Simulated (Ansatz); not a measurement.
Run report: BH2ClF2, molecular dynamics (part 2 of 3)

BH2ClF2; RKS B3LYP-D4/def2-SVP (Ansatz 0.2.0). It belongs to a series of runs on one base structure; here: dynamics from the highest image of the converged band.

Geometry of the input (Å):
```
B  0.0169  -0.2853  0.0412
Cl -0.0022  0.1603  2.1106
F  1.1639  0.1294  -0.4756
F  -1.1467  0.0684  -0.4837
H  0.0505  -1.5948  0.2923
H  0.0354  -1.1486  1.2414
```

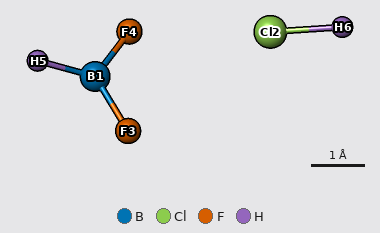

The geometry at step 137 of the log (ball-and-stick view, seen at a tilt; atoms are numbered from 1 in the order of the input).

Output, continued
```
md step    84: t =    42.00 fs  T =  2034.4 K  F+E_penalty+E_count = -18660.18455561 eV  E_kin = 1.051847 eV  conserved = -18659.13270843 eV  (29 SCF iters, 3 dispersion substeps)
md step    85: t =    42.50 fs  T =  2048.6 K  F+E_penalty+E_count = -18660.19208195 eV  E_kin = 1.059192 eV  conserved = -18659.13289029 eV  (29 SCF iters, 3 dispersion substeps)
md step    86: t =    43.00 fs  T =  2030.6 K  F+E_penalty+E_count = -18660.18264939 eV  E_kin = 1.049883 eV  conserved = -18659.13276644 eV  (29 SCF iters, 3 dispersion substeps)
md step    87: t =    43.50 fs  T =  1984.0 K  F+E_penalty+E_count = -18660.15826421 eV  E_kin = 1.025825 eV  conserved = -18659.13243921 eV  (29 SCF iters, 3 dispersion substeps)
md step    88: t =    44.00 fs  T =  1918.9 K  F+E_penalty+E_count = -18660.12417570 eV  E_kin = 0.992155 eV  conserved = -18659.13202110 eV  (26 SCF iters, 3 dispersion substeps)
md step    89: t =    44.50 fs  T =  1848.1 K  F+E_penalty+E_count = -18660.08713577 eV  E_kin = 0.955531 eV  conserved = -18659.13160439 eV  (29 SCF iters, 3 dispersion substeps)
md step    90: t =    45.00 fs  T =  1784.5 K  F+E_penalty+E_count = -18660.05391374 eV  E_kin = 0.922659 eV  conserved = -18659.13125492 eV  (29 SCF iters, 3 dispersion substeps)
md step    91: t =    45.50 fs  T =  1739.1 K  F+E_penalty+E_count = -18660.03020452 eV  E_kin = 0.899188 eV  conserved = -18659.13101627 eV  (29 SCF iters, 3 dispersion substeps)
md step    92: t =    46.00 fs  T =  1719.4 K  F+E_penalty+E_count = -18660.01989505 eV  E_kin = 0.888980 eV  conserved = -18659.13091539 eV  (29 SCF iters, 3 dispersion substeps)
md step    93: t =    46.50 fs  T =  1728.4 K  F+E_penalty+E_count = -18660.02460654 eV  E_kin = 0.893639 eV  conserved = -18659.13096777 eV  (29 SCF iters, 3 dispersion substeps)
md step    94: t =    47.00 fs  T =  1764.4 K  F+E_penalty+E_count = -18660.04344561 eV  E_kin = 0.912268 eV  conserved = -18659.13117727 eV  (28 SCF iters, 3 dispersion substeps)
md step    95: t =    47.50 fs  T =  1820.8 K  F+E_penalty+E_count = -18660.07296832 eV  E_kin = 0.941438 eV  conserved = -18659.13152989 eV  (29 SCF iters, 3 dispersion substeps)
md step    96: t =    48.00 fs  T =  1886.6 K  F+E_penalty+E_count = -18660.10745179 eV  E_kin = 0.975470 eV  conserved = -18659.13198180 eV  (29 SCF iters, 3 dispersion substeps)
md step    97: t =    48.50 fs  T =  1948.0 K  F+E_penalty+E_count = -18660.13964922 eV  E_kin = 1.007203 eV  conserved = -18659.13244586 eV  (29 SCF iters, 3 dispersion substeps)
md step    98: t =    49.00 fs  T =  1991.0 K  F+E_penalty+E_count = -18660.16220869 eV  E_kin = 1.029421 eV  conserved = -18659.13278789 eV  (29 SCF iters, 3 dispersion substeps)
md step    99: t =    49.50 fs  T =  2005.5 K  F+E_penalty+E_count = -18660.16975661 eV  E_kin = 1.036900 eV  conserved = -18659.13285637 eV  (29 SCF iters, 3 dispersion substeps)
md step   100: t =    50.00 fs  T =  1989.4 K  F+E_penalty+E_count = -18660.16115706 eV  E_kin = 1.028599 eV  conserved = -18659.13255824 eV  (30 SCF iters, 3 dispersion substeps)
md step   101: t =    50.50 fs  T =  1951.2 K  F+E_penalty+E_count = -18660.14080512 eV  E_kin = 1.008849 eV  conserved = -18659.13195620 eV  (30 SCF iters, 3 dispersion substeps)
md step   102: t =    51.00 fs  T =  1907.6 K  F+E_penalty+E_count = -18660.11758642 eV  E_kin = 0.986285 eV  conserved = -18659.13130178 eV  (30 SCF iters, 3 dispersion substeps)
md step   103: t =    51.50 fs  T =  1876.5 K  F+E_penalty+E_count = -18660.10113849 eV  E_kin = 0.970221 eV  conserved = -18659.13091706 eV  (30 SCF iters, 3 dispersion substeps)
md step   104: t =    52.00 fs  T =  1868.7 K  F+E_penalty+E_count = -18660.09717905 eV  E_kin = 0.966204 eV  conserved = -18659.13097532 eV  (30 SCF iters, 3 dispersion substeps)
md step   105: t =    52.50 fs  T =  1883.0 K  F+E_penalty+E_count = -18660.10498901 eV  E_kin = 0.973608 eV  conserved = -18659.13138146 eV  (29 SCF iters, 3 dispersion substeps)
md step   106: t =    53.00 fs  T =  1908.6 K  F+E_penalty+E_count = -18660.11871045 eV  E_kin = 0.986836 eV  conserved = -18659.13187491 eV  (25 SCF iters, 3 dispersion substeps)
md step   107: t =    53.50 fs  T =  1931.8 K  F+E_penalty+E_count = -18660.13106675 eV  E_kin = 0.998835 eV  conserved = -18659.13223183 eV  (30 SCF iters, 3 dispersion substeps)
md step   108: t =    54.00 fs  T =  1942.4 K  F+E_penalty+E_count = -18660.13667821 eV  E_kin = 1.004306 eV  conserved = -18659.13237216 eV  (29 SCF iters, 3 dispersion substeps)
md step   109: t =    54.50 fs  T =  1936.1 K  F+E_penalty+E_count = -18660.13337674 eV  E_kin = 1.001049 eV  conserved = -18659.13232772 eV  (29 SCF iters, 3 dispersion substeps)
md step   110: t =    55.00 fs  T =  1914.1 K  F+E_penalty+E_count = -18660.12185320 eV  E_kin = 0.989689 eV  conserved = -18659.13216387 eV  (29 SCF iters, 3 dispersion substeps)
md step   111: t =    55.50 fs  T =  1881.4 K  F+E_penalty+E_count = -18660.10471083 eV  E_kin = 0.972774 eV  conserved = -18659.13193645 eV  (29 SCF iters, 3 dispersion substeps)
md step   112: t =    56.00 fs  T =  1845.0 K  F+E_penalty+E_count = -18660.08560017 eV  E_kin = 0.953915 eV  conserved = -18659.13168469 eV  (29 SCF iters, 3 dispersion substeps)
md step   113: t =    56.50 fs  T =  1812.5 K  F+E_penalty+E_count = -18660.06856556 eV  E_kin = 0.937124 eV  conserved = -18659.13144195 eV  (29 SCF iters, 3 dispersion substeps)
md step   114: t =    57.00 fs  T =  1791.4 K  F+E_penalty+E_count = -18660.05748264 eV  E_kin = 0.926240 eV  conserved = -18659.13124216 eV  (30 SCF iters, 3 dispersion substeps)
md step   115: t =    57.50 fs  T =  1787.8 K  F+E_penalty+E_count = -18660.05549672 eV  E_kin = 0.924377 eV  conserved = -18659.13111985 eV  (30 SCF iters, 3 dispersion substeps)
md step   116: t =    58.00 fs  T =  1805.2 K  F+E_penalty+E_count = -18660.06446630 eV  E_kin = 0.933360 eV  conserved = -18659.13110602 eV  (30 SCF iters, 3 dispersion substeps)
md step   117: t =    58.50 fs  T =  1843.7 K  F+E_penalty+E_count = -18660.08447872 eV  E_kin = 0.953256 eV  conserved = -18659.13122252 eV  (30 SCF iters, 3 dispersion substeps)
md step   118: t =    59.00 fs  T =  1899.4 K  F+E_penalty+E_count = -18660.11353304 eV  E_kin = 0.982059 eV  conserved = -18659.13147356 eV  (29 SCF iters, 3 dispersion substeps)
md step   119: t =    59.50 fs  T =  1964.4 K  F+E_penalty+E_count = -18660.14751905 eV  E_kin = 1.015685 eV  conserved = -18659.13183413 eV  (29 SCF iters, 3 dispersion substeps)
md step   120: t =    60.00 fs  T =  2027.8 K  F+E_penalty+E_count = -18660.18066704 eV  E_kin = 1.048430 eV  conserved = -18659.13223703 eV  (29 SCF iters, 3 dispersion substeps)
md step   121: t =    60.50 fs  T =  2077.4 K  F+E_penalty+E_count = -18660.20665374 eV  E_kin = 1.074088 eV  conserved = -18659.13256611 eV  (29 SCF iters, 3 dispersion substeps)
md step   122: t =    61.00 fs  T =  2103.8 K  F+E_penalty+E_count = -18660.22041684 eV  E_kin = 1.087739 eV  conserved = -18659.13267767 eV  (29 SCF iters, 3 dispersion substeps)
md step   123: t =    61.50 fs  T =  2104.0 K  F+E_penalty+E_count = -18660.22031127 eV  E_kin = 1.087845 eV  conserved = -18659.13246580 eV  (29 SCF iters, 3 dispersion substeps)
md step   124: t =    62.00 fs  T =  2084.2 K  F+E_penalty+E_count = -18660.20959559 eV  E_kin = 1.077634 eV  conserved = -18659.13196168 eV  (26 SCF iters, 3 dispersion substeps)
md step   125: t =    62.50 fs  T =  2058.7 K  F+E_penalty+E_count = -18660.19583560 eV  E_kin = 1.064448 eV  conserved = -18659.13138740 eV  (30 SCF iters, 3 dispersion substeps)
md step   126: t =    63.00 fs  T =  2043.3 K  F+E_penalty+E_count = -18660.18755764 eV  E_kin = 1.056493 eV  conserved = -18659.13106494 eV  (30 SCF iters, 3 dispersion substeps)
md step   127: t =    63.50 fs  T =  2047.0 K  F+E_penalty+E_count = -18660.18957549 eV  E_kin = 1.058386 eV  conserved = -18659.13118993 eV  (30 SCF iters, 3 dispersion substeps)
md step   128: t =    64.00 fs  T =  2066.6 K  F+E_penalty+E_count = -18660.20019185 eV  E_kin = 1.068522 eV  conserved = -18659.13166944 eV  (30 SCF iters, 3 dispersion substeps)
md step   129: t =    64.50 fs  T =  2089.4 K  F+E_penalty+E_count = -18660.21251231 eV  E_kin = 1.080311 eV  conserved = -18659.13220082 eV  (30 SCF iters, 3 dispersion substeps)
md step   130: t =    65.00 fs  T =  2100.9 K  F+E_penalty+E_count = -18660.21877466 eV  E_kin = 1.086264 eV  conserved = -18659.13251089 eV  (30 SCF iters, 3 dispersion substeps)
md step   131: t =    65.50 fs  T =  2092.4 K  F+E_penalty+E_count = -18660.21435141 eV  E_kin = 1.081832 eV  conserved = -18659.13251901 eV  (30 SCF iters, 3 dispersion substeps)
md step   132: t =    66.00 fs  T =  2063.2 K  F+E_penalty+E_count = -18660.19905450 eV  E_kin = 1.066738 eV  conserved = -18659.13231647 eV  (30 SCF iters, 3 dispersion substeps)
md step   133: t =    66.50 fs  T =  2018.9 K  F+E_penalty+E_count = -18660.17591497 eV  E_kin = 1.043869 eV  conserved = -18659.13204640 eV  (30 SCF iters, 3 dispersion substeps)
md step   134: t =    67.00 fs  T =  1967.5 K  F+E_penalty+E_count = -18660.14910162 eV  E_kin = 1.017294 eV  conserved = -18659.13180809 eV  (30 SCF iters, 3 dispersion substeps)
md step   135: t =    67.50 fs  T =  1916.2 K  F+E_penalty+E_count = -18660.12240275 eV  E_kin = 0.990772 eV  conserved = -18659.13163117 eV  (30 SCF iters, 3 dispersion substeps)
md step   136: t =    68.00 fs  T =  1870.6 K  F+E_penalty+E_count = -18660.09869631 eV  E_kin = 0.967193 eV  conserved = -18659.13150358 eV  (30 SCF iters, 3 dispersion substeps)
md step   137: t =    68.50 fs  T =  1834.8 K  F+E_penalty+E_count = -18660.08005736 eV  E_kin = 0.948649 eV  conserved = -18659.13140853 eV  (30 SCF iters, 3 dispersion substeps)
md step   138: t =    69.00 fs  T =  1811.5 K  F+E_penalty+E_count = -18660.06796939 eV  E_kin = 0.936623 eV  conserved = -18659.13134623 eV  (30 SCF iters, 3 dispersion substeps)
md step   139: t =    69.50 fs  T =  1802.5 K  F+E_penalty+E_count = -18660.06330955 eV  E_kin = 0.931974 eV  conserved = -18659.13133563 eV  (30 SCF iters, 3 dispersion substeps)
md step   140: t =    70.00 fs  T =  1807.7 K  F+E_penalty+E_count = -18660.06606976 eV  E_kin = 0.934666 eV  conserved = -18659.13140364 eV  (30 SCF iters, 3 dispersion substeps)
md step   141: t =    70.50 fs  T =  1824.6 K  F+E_penalty+E_count = -18660.07497295 eV  E_kin = 0.943404 eV  conserved = -18659.13156889 eV  (30 SCF iters, 3 dispersion substeps)
md step   142: t =    71.00 fs  T =  1847.8 K  F+E_penalty+E_count = -18660.08723158 eV  E_kin = 0.955407 eV  conserved = -18659.13182484 eV  (25 SCF iters, 3 dispersion substeps)
md step   143: t =    71.50 fs  T =  1869.5 K  F+E_penalty+E_count = -18660.09871457 eV  E_kin = 0.966592 eV  conserved = -18659.13212231 eV  (30 SCF iters, 3 dispersion substeps)
md step   144: t =    72.00 fs  T =  1880.7 K  F+E_penalty+E_count = -18660.10476483 eV  E_kin = 0.972404 eV  conserved = -18659.13236115 eV  (30 SCF iters, 3 dispersion substeps)
md step   145: t =    72.50 fs  T =  1874.8 K  F+E_penalty+E_count = -18660.10175841 eV  E_kin = 0.969351 eV  conserved = -18659.13240783 eV  (30 SCF iters, 3 dispersion substeps)
md step   146: t =    73.00 fs  T =  1850.8 K  F+E_penalty+E_count = -18660.08910046 eV  E_kin = 0.956946 eV  conserved = -18659.13215488 eV  (30 SCF iters, 3 dispersion substeps)
md step   147: t =    73.50 fs  T =  1816.3 K  F+E_penalty+E_count = -18660.07072566 eV  E_kin = 0.939106 eV  conserved = -18659.13161929 eV  (30 SCF iters, 3 dispersion substeps)
md step   148: t =    74.00 fs  T =  1786.5 K  F+E_penalty+E_count = -18660.05468447 eV  E_kin = 0.923673 eV  conserved = -18659.13101166 eV  (30 SCF iters, 3 dispersion substeps)
md step   149: t =    74.50 fs  T =  1777.9 K  F+E_penalty+E_count = -18660.04993168 eV  E_kin = 0.919265 eV  conserved = -18659.13066669 eV  (30 SCF iters, 3 dispersion substeps)
md step   150: t =    75.00 fs  T =  1799.9 K  F+E_penalty+E_count = -18660.06144142 eV  E_kin = 0.930621 eV  conserved = -18659.13082027 eV  (30 SCF iters, 3 dispersion substeps)
md step   151: t =    75.50 fs  T =  1847.9 K  F+E_penalty+E_count = -18660.08683789 eV  E_kin = 0.955425 eV  conserved = -18659.13141255 eV  (30 SCF iters, 3 dispersion substeps)
md step   152: t =    76.00 fs  T =  1905.4 K  F+E_penalty+E_count = -18660.11728164 eV  E_kin = 0.985159 eV  conserved = -18659.13212228 eV  (30 SCF iters, 3 dispersion substeps)
md step   153: t =    76.50 fs  T =  1952.5 K  F+E_penalty+E_count = -18660.14211935 eV  E_kin = 1.009516 eV  conserved = -18659.13260320 eV  (30 SCF iters, 3 dispersion substeps)
md step   154: t =    77.00 fs  T =  1975.3 K  F+E_penalty+E_count = -18660.15398305 eV  E_kin = 1.021290 eV  conserved = -18659.13269261 eV  (30 SCF iters, 3 dispersion substeps)
md step   155: t =    77.50 fs  T =  1970.6 K  F+E_penalty+E_count = -18660.15131820 eV  E_kin = 1.018873 eV  conserved = -18659.13244504 eV  (30 SCF iters, 3 dispersion substeps)
md step   156: t =    78.00 fs  T =  1945.1 K  F+E_penalty+E_count = -18660.13772513 eV  E_kin = 1.005689 eV  conserved = -18659.13203578 eV  (30 SCF iters, 3 dispersion substeps)
md step   157: t =    78.50 fs  T =  1910.5 K  F+E_penalty+E_count = -18660.11942928 eV  E_kin = 0.987786 eV  conserved = -18659.13164333 eV  (30 SCF iters, 3 dispersion substeps)
md step   158: t =    79.00 fs  T =  1878.4 K  F+E_penalty+E_count = -18660.10260051 eV  E_kin = 0.971223 eV  conserved = -18659.13137784 eV  (30 SCF iters, 3 dispersion substeps)
md step   159: t =    79.50 fs  T =  1857.4 K  F+E_penalty+E_count = -18660.09162815 eV  E_kin = 0.960362 eV  conserved = -18659.13126578 eV  (25 SCF iters, 3 dispersion substeps)
md step   160: t =    80.00 fs  T =  1851.6 K  F+E_penalty+E_count = -18660.08861650 eV  E_kin = 0.957340 eV  conserved = -18659.13127686 eV  (30 SCF iters, 3 dispersion substeps)
md step   161: t =    80.50 fs  T =  1861.3 K  F+E_penalty+E_count = -18660.09374485 eV  E_kin = 0.962381 eV  conserved = -18659.13136401 eV  (30 SCF iters, 3 dispersion substeps)
md step   162: t =    81.00 fs  T =  1884.6 K  F+E_penalty+E_count = -18660.10591412 eV  E_kin = 0.974420 eV  conserved = -18659.13149442 eV  (30 SCF iters, 3 dispersion substeps)
md step   163: t =    81.50 fs  T =  1917.8 K  F+E_penalty+E_count = -18660.12322299 eV  E_kin = 0.991563 eV  conserved = -18659.13165955 eV  (30 SCF iters, 3 dispersion substeps)
md step   164: t =    82.00 fs  T =  1955.8 K  F+E_penalty+E_count = -18660.14311507 eV  E_kin = 1.011249 eV  conserved = -18659.13186594 eV  (30 SCF iters, 3 dispersion substeps)
md step   165: t =    82.50 fs  T =  1992.5 K  F+E_penalty+E_count = -18660.16232923 eV  E_kin = 1.030216 eV  conserved = -18659.13211373 eV  (29 SCF iters, 3 dispersion substeps)
md step   166: t =    83.00 fs  T =  2020.3 K  F+E_penalty+E_count = -18660.17696828 eV  E_kin = 1.044595 eV  conserved = -18659.13237296 eV  (30 SCF iters, 3 dispersion substeps)
md step   167: t =    83.50 fs  T =  2031.7 K  F+E_penalty+E_count = -18660.18303776 eV  E_kin = 1.050472 eV  conserved = -18659.13256554 eV  (30 SCF iters, 3 dispersion substeps)
md step   168: t =    84.00 fs  T =  2021.3 K  F+E_penalty+E_count = -18660.17768010 eV  E_kin = 1.045106 eV  conserved = -18659.13257397 eV  (30 SCF iters, 3 dispersion substeps)
md step   169: t =    84.50 fs  T =  1989.5 K  F+E_penalty+E_count = -18660.16093650 eV  E_kin = 1.028644 eV  conserved = -18659.13229261 eV  (29 SCF iters, 3 dispersion substeps)
md step   170: t =    85.00 fs  T =  1944.7 K  F+E_penalty+E_count = -18660.13722746 eV  E_kin = 1.005505 eV  conserved = -18659.13172250 eV  (29 SCF iters, 3 dispersion substeps)
md step   171: t =    85.50 fs  T =  1903.4 K  F+E_penalty+E_count = -18660.11517296 eV  E_kin = 0.984121 eV  conserved = -18659.13105220 eV  (29 SCF iters, 3 dispersion substeps)
md step   172: t =    86.00 fs  T =  1883.9 K  F+E_penalty+E_count = -18660.10468186 eV  E_kin = 0.974064 eV  conserved = -18659.13061824 eV  (29 SCF iters, 3 dispersion substeps)
md step   173: t =    86.50 fs  T =  1897.9 K  F+E_penalty+E_count = -18660.11201537 eV  E_kin = 0.981313 eV  conserved = -18659.13070217 eV  (28 SCF iters, 3 dispersion substeps)
md step   174: t =    87.00 fs  T =  1942.7 K  F+E_penalty+E_count = -18660.13575758 eV  E_kin = 1.004448 eV  conserved = -18659.13130960 eV  (28 SCF iters, 3 dispersion substeps)
md step   175: t =    87.50 fs  T =  2001.0 K  F+E_penalty+E_count = -18660.16677413 eV  E_kin = 1.034622 eV  conserved = -18659.13215202 eV  (29 SCF iters, 3 dispersion substeps)
md step   176: t =    88.00 fs  T =  2049.3 K  F+E_penalty+E_count = -18660.19240842 eV  E_kin = 1.059558 eV  conserved = -18659.13285070 eV  (29 SCF iters, 3 dispersion substeps)
md step   177: t =    88.50 fs  T =  2067.4 K  F+E_penalty+E_count = -18660.20206722 eV  E_kin = 1.068908 eV  conserved = -18659.13315876 eV  (26 SCF iters, 3 dispersion substeps)
md step   178: t =    89.00 fs  T =  2046.2 K  F+E_penalty+E_count = -18660.19100232 eV  E_kin = 1.057969 eV  conserved = -18659.13303357 eV  (29 SCF iters, 3 dispersion substeps)
md step   179: t =    89.50 fs  T =  1989.3 K  F+E_penalty+E_count = -18660.16110525 eV  E_kin = 1.028525 eV  conserved = -18659.13257986 eV  (29 SCF iters, 3 dispersion substeps)
md step   180: t =    90.00 fs  T =  1909.8 K  F+E_penalty+E_count = -18660.11941628 eV  E_kin = 0.987451 eV  conserved = -18659.13196487 eV  (30 SCF iters, 3 dispersion substeps)
md step   181: t =    90.50 fs  T =  1826.2 K  F+E_penalty+E_count = -18660.07557590 eV  E_kin = 0.944216 eV  conserved = -18659.13135984 eV  (29 SCF iters, 3 dispersion substeps)
md step   182: t =    91.00 fs  T =  1756.6 K  F+E_penalty+E_count = -18660.03914552 eV  E_kin = 0.908240 eV  conserved = -18659.13090576 eV  (29 SCF iters, 3 dispersion substeps)
md step   183: t =    91.50 fs  T =  1714.9 K  F+E_penalty+E_count = -18660.01738116 eV  E_kin = 0.886695 eV  conserved = -18659.13068646 eV  (29 SCF iters, 3 dispersion substeps)
md step   184: t =    92.00 fs  T =  1708.1 K  F+E_penalty+E_count = -18660.01387321 eV  E_kin = 0.883156 eV  conserved = -18659.13071722 eV  (29 SCF iters, 3 dispersion substeps)
md step   185: t =    92.50 fs  T =  1735.4 K  F+E_penalty+E_count = -18660.02824947 eV  E_kin = 0.897296 eV  conserved = -18659.13095344 eV  (29 SCF iters, 3 dispersion substeps)
md step   186: t =    93.00 fs  T =  1790.0 K  F+E_penalty+E_count = -18660.05681205 eV  E_kin = 0.925492 eV  conserved = -18659.13132036 eV  (29 SCF iters, 3 dispersion substeps)
md step   187: t =    93.50 fs  T =  1860.5 K  F+E_penalty+E_count = -18660.09367535 eV  E_kin = 0.961930 eV  conserved = -18659.13174536 eV  (29 SCF iters, 3 dispersion substeps)
md step   188: t =    94.00 fs  T =  1933.6 K  F+E_penalty+E_count = -18660.13193186 eV  E_kin = 0.999761 eV  conserved = -18659.13217088 eV  (29 SCF iters, 3 dispersion substeps)
md step   189: t =    94.50 fs  T =  1996.1 K  F+E_penalty+E_count = -18660.16463121 eV  E_kin = 1.032087 eV  conserved = -18659.13254415 eV  (29 SCF iters, 3 dispersion substeps)
md step   190: t =    95.00 fs  T =  2036.4 K  F+E_penalty+E_count = -18660.18570127 eV  E_kin = 1.052906 eV  conserved = -18659.13279566 eV  (29 SCF iters, 3 dispersion substeps)
```
